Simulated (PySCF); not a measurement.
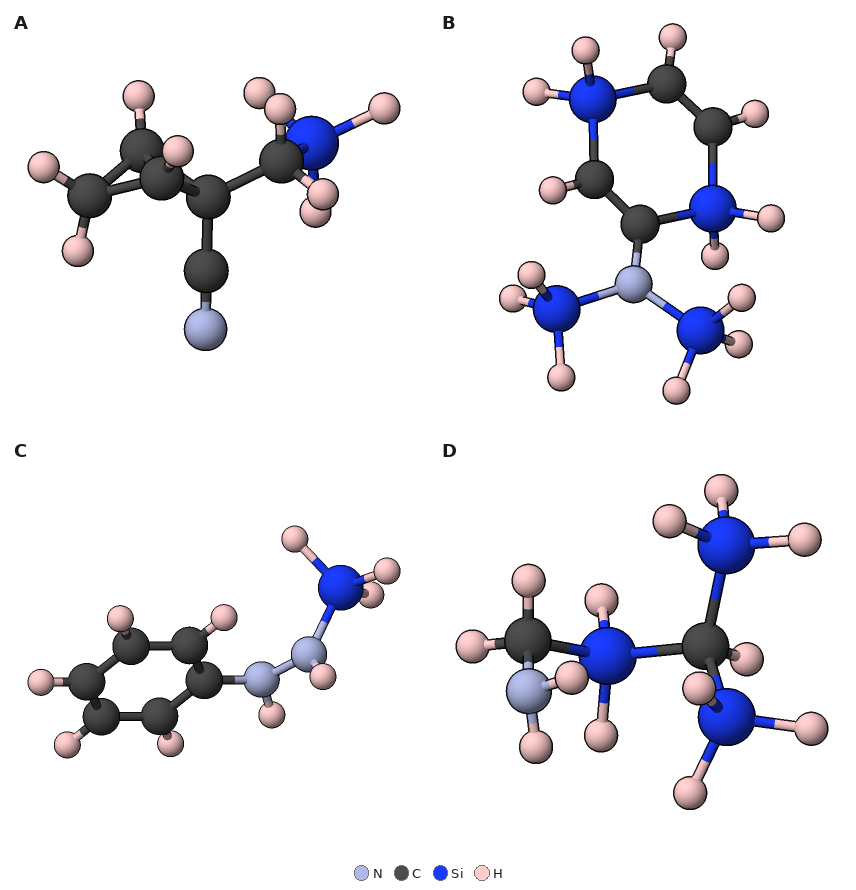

The picture comes from a calculation with PySCF.

```xyz
19
charge 0, multiplicity 1
Si    3.2938   -0.0753    0.8629
N     2.0353   -0.3728   -0.2996
N     1.1562    0.6303   -0.6217
C    -0.1756    0.5618   -0.2348
C    -0.6186   -0.3631    0.7213
C    -1.9557   -0.3786    1.1109
C    -2.8742    0.5125    0.5598
C    -2.4337    1.4295   -0.3960
C    -1.1026    1.4581   -0.7932
H     2.7366    0.4169    2.1590
H     4.2881    0.9343    0.3815
H     3.9800   -1.3891    1.0533
H     1.8880   -1.2691   -0.7603
H     1.3300    1.1027   -1.5034
H     0.0974   -1.0620    1.1549
H    -2.2818   -1.1054    1.8594
H    -3.9214    0.4930    0.8681
H    -3.1387    2.1352   -0.8427
H    -0.7674    2.1829   -1.5409
```

Which panel shows the molecule in this file?

Answer. C. The file holds C6H10N2Si, `[SiH3]NNc1ccccc1`.
